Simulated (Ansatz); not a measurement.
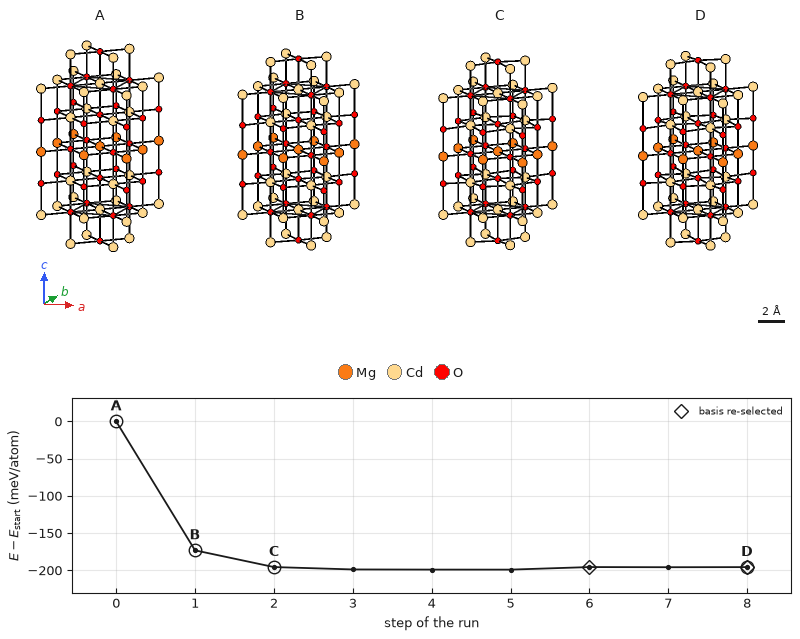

Frames of a relaxation of crystalline MgCd3O4 (a generated structure, set up in P4/mmm) (coarse preliminary run), marked on the history of the run. The picture is a ball-and-stick view of the cell of the calculation, seen slightly off an axis.

Level of theory: DFT PBE, scalar-relativistic, plane waves, PAW (Ansatz). (plane-wave cutoff 420 eV; k-point mesh 6 × 6 × 2; occupations gaussian; smearing width 0.1 eV; no spin polarisation; cell and atoms relaxed; force threshold 0.04 eV/Å; at most 70 steps)

Q: Describe the path.

A: The largest moves relative to the cell, 0.17 Å, are those of O atoms. By element the largest moves are O 0.17 Å, Cd 0.06 Å. Mg stays in place. Cell: a = b 3.538 → 3.309 Å (−6.5 %), c 10.007 → 9.329 Å (−6.8 %). Volume −18.5 %. Among the contacts that change: Mg–O 2.502 → 2.164 Å, Cd–O 2.502 → 2.270 Å, Mg–O 2.502 → 2.340 Å, Cd–O 2.502 → 2.342 Å. Among the angles between lasting bonds that change: Cd–O–Cd 180.0° → 174.8°, O–Cd–O 180.0° → 174.8°, Mg–O–Cd 90.0° → 92.6°. The space group stays P4/mmm (No. 123). The energy falls by 196 meV per atom in 6 accepted moves (8 points after the start). Largest force component: 0.5 eV/Å at the start, 0.00031 eV/Å at the end. Pressure: −16.34 GPa at the start and −0.01 GPa at the end. At 2 points the geometry stayed and the basis and grid were re-selected for the new cell (energy shift of 3.4 meV per atom at most each time). From step 0 to 1: O atoms move most (0.05 Å), volume −13.9 %, energy −173 meV per atom. From step 1 to 2: O atoms move most (0.12 Å), volume −7.7 %, energy −22.4 meV per atom. From step 2 to 8: volume +2.7 %, energy −0.1 meV per atom.

```csv
step,"E − E(0), meV/atom","largest force component, eV/Å","pressure, GPa","volume, Å³/atom",note
0,0.00,0.4970,-16.34,15.656,
1,-173.07,0.5425,-5.66,13.478,
2,-195.51,0.0265,4.07,12.435,
3,-198.73,0.0888,-0.21,12.826,
4,-198.92,0.0545,0.01,12.812,
5,-198.96,0.0050,0.00,12.811,
6,-195.53,0.0057,-0.46,12.811,"same geometry, new basis"
7,-195.73,0.0004,0.00,12.766,
8,-195.60,0.0003,-0.01,12.766,"same geometry, new basis"
```
